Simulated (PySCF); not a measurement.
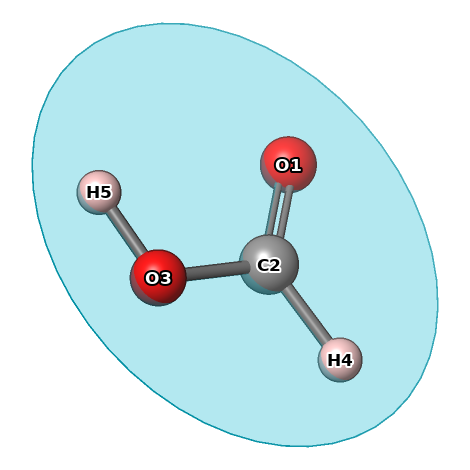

A disc through the centre of mass is drawn in. Atoms fade into the background with distance from the viewer. Computed geometry: PBE0-D3(BJ)/def2-SVP optimisation. No frequency run is at hand to confirm it as a minimum.

**Is the plane of the disc a mirror plane of the structure?**

Yes. The reflection leaves O1, C2, O3, H4, H5 in place. The point group is Cs.
